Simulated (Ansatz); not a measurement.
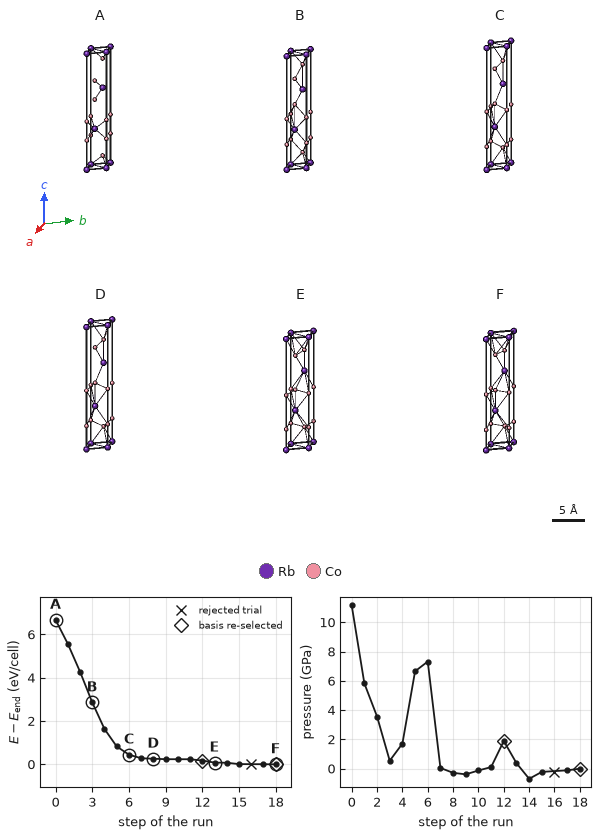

Frames of a relaxation of crystalline RbCo$_{2}$ (built on the 3R molybdenite_160 type) (coarse preliminary run), marked on the history of the run. The picture is a ball-and-stick view of the conventional cell (3 times the calculation's cell), seen slightly off an axis. Lengths and directions refer to the drawn axes.

Case: 3R molybdenite type (R3m, No. 160).

The calculation used DFT PBE, scalar-relativistic, plane waves, PAW (Ansatz).

Input
```yaml
crystal:
  lattice:
    - [1.6203142468, 0.9354888666, 6.2736115072]
    - [-1.6203142468, 0.9354888666, 6.2736115072]
    - [0.0, -1.8709777331, 6.2736115072]
  atoms:
    - { symbol: Rb, position: [0.0, 0.0, 0.0] }
    - { symbol: Co, position: [0.7484, 0.7484, 0.7484], spin: 1.39 }
    - { symbol: Co, position: [0.5849, 0.5849, 0.5849], spin: 1.37 }
basis:
  ecutwfc: 420
kpoints:
  mp_grid: { grid: [6, 6, 6] }
hamiltonian:
  xc: pbe
scf:
  occupations: { method: gaussian, width: 0.1 }
  lower_state_search: "off"
output:
  forces: true
  stress: true
  eigenvalues: true
  populations: true
magnetization:
  spin_polarized: true
relax:
  adjacent_minimum: "off"
  f_tol: 0.04
  max_steps: 70
  cell: { stress_tol: 0.4 }
```

Launched with:
```bash
ansatz run input.yaml --threads 1 --pin off --max-ram 2560MiB --backend cpu --events-out ev --progress --plain --runs-dir out
```

Question: What happens along the run?

Answer: Over 15 accepted moves (18 points after the start) the energy falls by 6.674 eV per cell of the calculation. Largest force component: 2.9 eV/Å at the start, 0.0068 eV/Å at the end. The pressure goes from 11.16 to 0.00 GPa. The line search rejected the trial step at point 16 of the run. At 2 points the geometry stayed and the basis and grid were re-selected for the new cell (energy shift of 61.4 meV per cell of the calculation at most each time). The atom that moves furthest relative to the cell is Co3 (1.46 Å along +c). Largest moves by element: Co 1.46 Å, Rb 0.12 Å. Cell: a = b 3.241 → 3.790 Å (+16.9 %), c 18.821 → 18.019 Å (−4.3 %). Volume +30.9 %. Among the contacts that change: Co2–Co3 3.704 → 2.203 Å, Rb1–Co2 4.735 → 3.303 Å, Rb1–Co3 5.091 → 3.678 Å, Rb1–Co3 (another image) 2.423 → 3.753 Å. New bonds form: Co2–Co3 (3.70 → 2.20 Å), Rb1–Co2 (4.74 → 3.30 Å), Rb1–Co3 (5.09 → 3.68 Å). Among the angles between lasting bonds that change: Rb1–Co3–Rb1 84.0° → 60.6°, Rb1–Co2–Rb1 84.0° → 66.0°. The space group stays R3m (No. 160). The run took 6.5 min on 1 thread of Arm Neoverse V1, on a shared host, peak memory 0.45 GiB. From step 0 to 3: Co atoms move most (0.57 Å), volume −2.0 %, energy −3.815 eV per cell of the calculation. From step 3 to 6: Co atoms move most (0.62 Å), volume +13.0 %, energy −2.410 eV per cell of the calculation. From step 6 to 8: Co3 moves most (0.03 Å), volume +11.6 %, energy −0.189 eV per cell of the calculation. From step 8 to 13: Co3 moves most (0.19 Å), volume +3.2 %, energy −0.179 eV per cell of the calculation. From step 13 to 18: Co3 moves most (0.13 Å), volume +2.6 %, energy −80.7 meV per cell of the calculation.
